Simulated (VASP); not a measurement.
Band structure of TlPt (space group P6/mmm). Computed with r2SCAN meta-GGA, VASP's PBE PAW potentials (set 64) (plane waves; VASP 6.6.1).

Unless said otherwise, spin-orbit coupling is left out, though it shifts the bands of the heavy elements here.

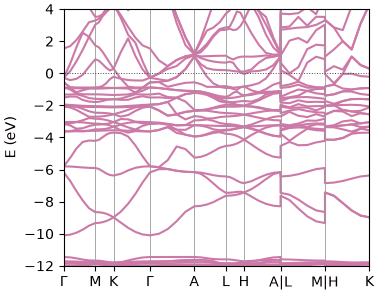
*Bands along high-symmetry lines, zero at the valence-band maximum or, without a gap, the Fermi level*

Task: Read the plot: is there a gap, and where are the band edges?

Result: It has no gap at this level: it comes out as a metal or semimetal.

The structure comes from a measured TlPt entry (P6/mmm) of the Crystallography Open Database, whose conditions weren't checked. It was relaxed first, which changed the volume by +14 %. The electron count is odd and the run is not spin-polarised, which forces a metal.
